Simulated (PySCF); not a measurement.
C5H11ClSi: excited-state calculation

- system: C5H11ClSi
- method: TDDFT revPBE/6-31++G**, vertical, gas phase, core orbitals frozen in the response (PySCF 2.14.0)

The geometry comes from this level: GFN2-xTB. It belongs to a series of runs on one base structure; here: revPBE/6-31++G**; 6 states; aux def2-qzvpp-jkfit; guess atom.

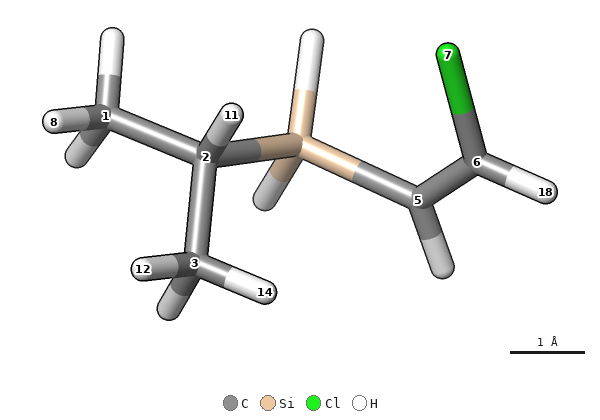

Fig. 1: The structure as given in the input (stick view, seen at a tilt; atoms are numbered from 1 in the order of the input).

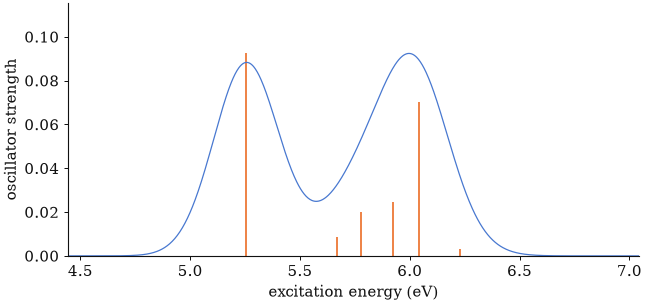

Fig. 2: Computed excitations as sticks (degenerate states added up, dark ones marked on the axis), with a Gaussian envelope of 0.35 eV full width at half maximum, scaled to the tallest. Of the 6 states the lowest lies at 5.26 eV (f = 0.092); the strongest line is at 5.26 eV, or 236 nm (f = 0.092).

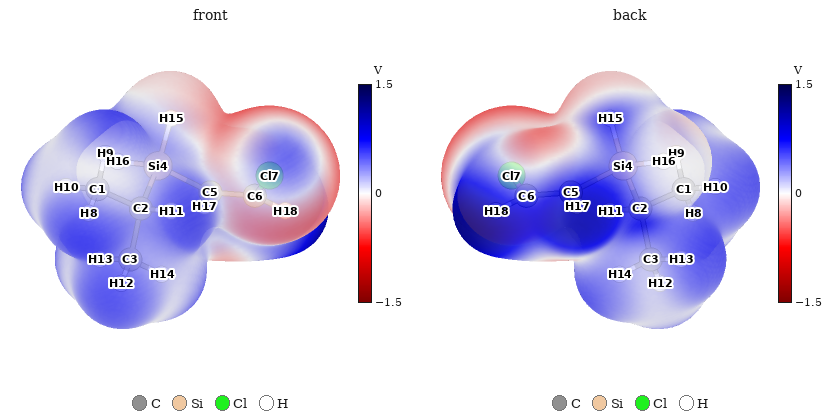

Fig. 3: The electrostatic potential painted on the density surface at 0.002 e/bohr³, seen at a tilt and from behind; red is negative and blue positive.

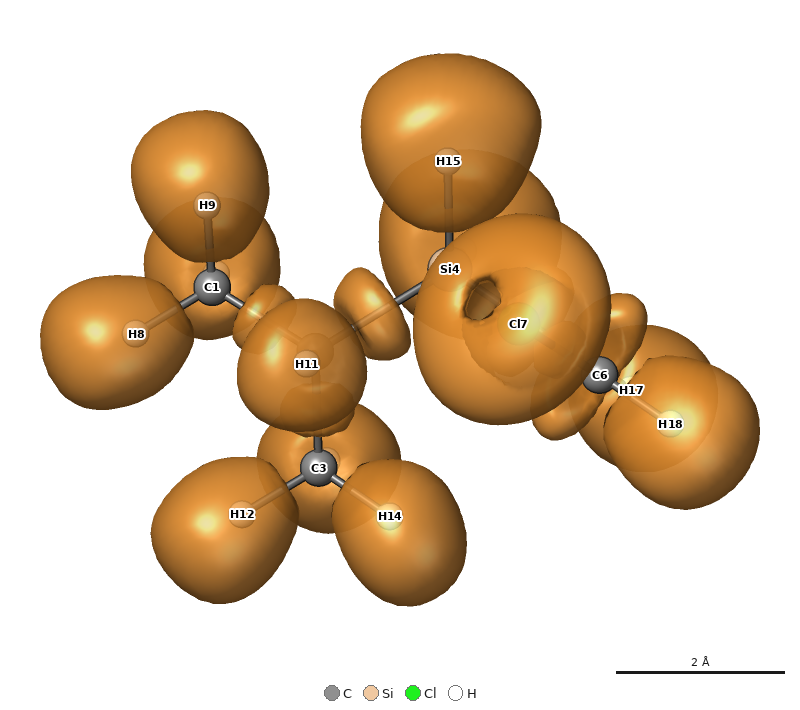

Fig. 4: Isosurface of the ELF at 0.8 (orange), seen at a tilt. Core shells and regions of very low density are left out. Values along the shortest contacts: C–C (1.32 Å): the ELF peaks at about 0.90 between the atoms; a double or triple bond. C–Cl (1.72 Å): the ELF peaks at about 0.90 between the atoms, which marks a shared electron pair.

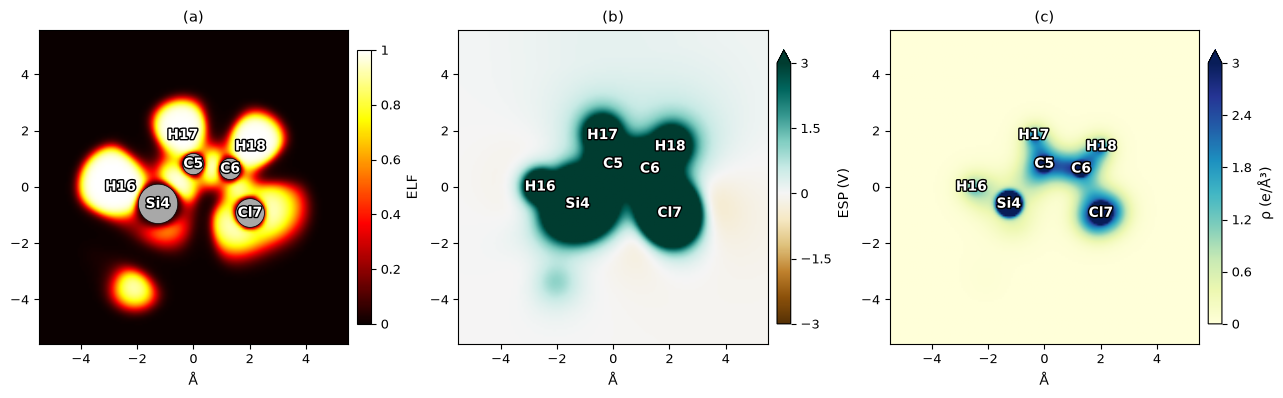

Fig. 5: (a) electron localisation function; (b) electrostatic potential; (c) electron density on the plane of atoms Si4, C5 and C6. Grey discs, where drawn, cover atomic cores. The section cuts through Si, C, Cl and H sites. C–C (1.32 Å): ρ at the midpoint is about 2.4 e/Å³; the ELF peaks at about 0.90 between the atoms (a double or triple bond). C–Cl (1.72 Å): ρ at the midpoint is about 1.5 e/Å³; the ELF peaks at about 0.90 between the atoms (a covalent bond). Si–H (1.47 Å): ρ is about 0.81 e/Å³ halfway; the ELF climbs to about 1 towards the hydrogen.

The input that produced these results follows, with the program's output.

**Input**
```
{"job": {"kind": "uv", "xc": "revPBE", "basis": "6-31++G**", "nstates": 6, "ntriplets": 0, "tda": false, "scf": {"aux": "def2-qzvpp-jkfit", "guess": "atom"}}, "charge": 0, "multiplicity": 1}
C     -1.733118     1.402106    -0.488961
C     -0.731476     0.496829     0.222828
C     -1.431740    -0.758805     0.739585
Si     0.733801     0.059338    -0.925930
C      1.911389    -1.106374    -0.020291
C      2.676701    -0.744042     0.993816
Cl     2.680395     0.866769     1.594890
H     -2.551979     1.669469     0.178372
H     -1.255331     2.318417    -0.828016
H     -2.155248     0.898047    -1.356045
H     -0.347963     1.043161     1.091003
H     -2.254375    -0.493267     1.403035
H     -1.840336    -1.338893    -0.085670
H     -0.738104    -1.390333     1.291308
H      1.444704     1.274752    -1.333076
H      0.248098    -0.662347    -2.109894
H      1.978491    -2.137765    -0.334546
H      3.357331    -1.390746     1.529277
```

The first line tells a small driver script what to run in PySCF; the rest is the geometry in Å.

Run as:
```bash
OMP_NUM_THREADS=1 python <driver script> task.json out
```

**What the program printed**
```
final grid: 138808 points
cycle   1  E = -945.5684044675  dE =  1.944e+00  |g| = 1.914e+00  |ddm| = 6.750e+00
cycle   2  E = -939.7901056270  dE =  5.778e+00  |g| = 4.162e+00  |ddm| = 1.307e+02
cycle   3  E = -946.4822607274  dE = -6.692e+00  |g| = 5.838e-01  |ddm| = 1.303e+02
cycle   4  E = -946.5084332343  dE = -2.617e-02  |g| = 5.495e-01  |ddm| = 5.417e+00
cycle   5  E = -946.5868589819  dE = -7.843e-02  |g| = 1.632e-01  |ddm| = 2.349e+00
cycle   6  E = -946.5924441763  dE = -5.585e-03  |g| = 7.337e-02  |ddm| = 5.696e-01
cycle   7  E = -946.5937654140  dE = -1.321e-03  |g| = 2.606e-02  |ddm| = 2.361e-01
cycle   8  E = -946.5939710563  dE = -2.056e-04  |g| = 5.826e-03  |ddm| = 1.587e-01
cycle   9  E = -946.5939804910  dE = -9.435e-06  |g| = 1.455e-03  |ddm| = 2.631e-02
cycle  10  E = -946.5939810065  dE = -5.155e-07  |g| = 3.917e-04  |ddm| = 4.293e-03
cycle  11  E = -946.5939810491  dE = -4.262e-08  |g| = 1.111e-04  |ddm| = 1.853e-03
cycle  12  E = -946.5939810528  dE = -3.644e-09  |g| = 1.466e-05  |ddm| = 5.339e-04
cycle  13  E = -946.5939810528  dE = -5.048e-11  |g| = 4.839e-06  |ddm| = 9.779e-05
converged SCF energy = -946.5939810528

Static polarisability (au): isotropic 99.944, principal 87.002 97.879 114.952

Singlet excitations
state   eV       nm        f      main configurations
  1   5.2561    235.9   0.09242   H->L 0.65, H-1->L 0.29
  2   5.6665    218.8   0.00857   H->L+1 0.86, H-1->L 0.12
  3   5.7787    214.6   0.01982   H->L+2 0.76, H-1->L 0.15
  4   5.9248    209.3   0.02441   H-2->L 0.57, H-1->L 0.15, H->L+2 0.13
  5   6.0422    205.2   0.07009   H-2->L 0.40, H-1->L 0.21, H->L 0.14
  6   6.2305    199.0   0.00298   H->L+3 0.92
```

**Key numbers**

```csv
quantity,value
outcome,converged
total energy,−946.593981 hartree
HOMO,−6.22 eV
LUMO,−1.55 eV
dipole moment,1.09 D
mean polarisability,99.94 a.u.
lowest excitation,5.26 eV
hardware,"1 CPU thread, shared host"
wall time,70 s
peak memory,0.73 GiB
```

**Notes**

Settings chosen away from the usual ones: revPBE/6-31++G**; 6 states; aux def2-qzvpp-jkfit; guess atom.
